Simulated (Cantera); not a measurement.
Charge: 1 mol Si₃N₄, 1.1 mol H₂, at 2.50 mbar.

Method: chemical equilibrium by Gibbs-energy minimisation in Cantera with the NASA 1993 tables (ideal gas, pure condensed phases). Candidate condensed phases: Si, Si₃N₄; 18 gas species. Mutual solubility and eutectic melting of coexisting phases are not modelled. The tables' values for SiN are old estimates; treat these amounts as uncertain. Gases not in the tables: Si₂H₆ and higher silanes. Rates play no part.

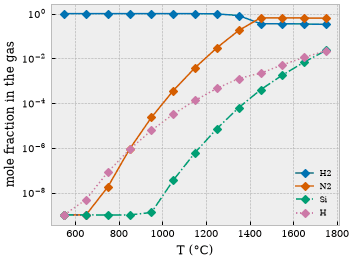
Figure. Equilibrium gas composition (values under 1e-9 drawn at 1e-9)

From 550 °C to 950 °C the condensed part is Si₃N₄(s). From 1050 °C to 1350 °C the condensed part is Si(s) + Si₃N₄(s). From 1450 °C to 1750 °C the condensed part is Si(l).
